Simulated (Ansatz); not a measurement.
NOS (SMILES O=[N+]=S) (charge +1)

The calculation's input:

```
crystal:
  periodic: [false, false, false]
  atoms:
    - {symbol: "N", position_ang: [0.000000, 0.000000, -0.120233]}
    - {symbol: O, position_ang: [0.000000, 0.000000, -1.248591]}
    - {symbol: S, position_ang: [0.000000, 0.000000, 1.368824]}
basis:
  gaussian: {orbitals: def2-TZVPD}
total_charge: 1
hamiltonian: {xc: {name: PBE0}}
output: {forces: true, orbitals: {seedname: orbitals}}
```

Command:

```sh
ansatz run input.yaml --threads 1 --pin off --max-ram 2610MiB --events-out events.jsonl --progress --plain --runs-dir runs
```

Geometry: PBE0-D3(BJ)/def2-SVP.

The calculation used isolated molecule in a Gaussian basis; Kohn-Sham density functional theory, functional PBE0 (Ansatz 0.2.0).

What can the converged electron density and electron localisation function tell about the bonding?

N–O (1.13 Å): ρ is about 4.3 e/Å³ halfway; the ELF peaks at about 0.80 between the atoms (a multiple bond).
S–N (1.49 Å): ρ is about 1.9 e/Å³ halfway; the ELF peaks at about 0.85 between the atoms (localised, covalent bonding).

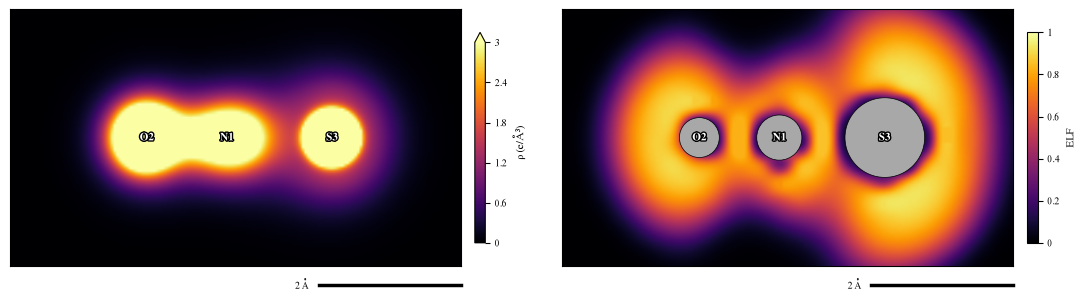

Computed electron density and electron localisation function on a plane that holds the molecular axis, in this order. Grey discs cover the atomic cores in the ELF map. 
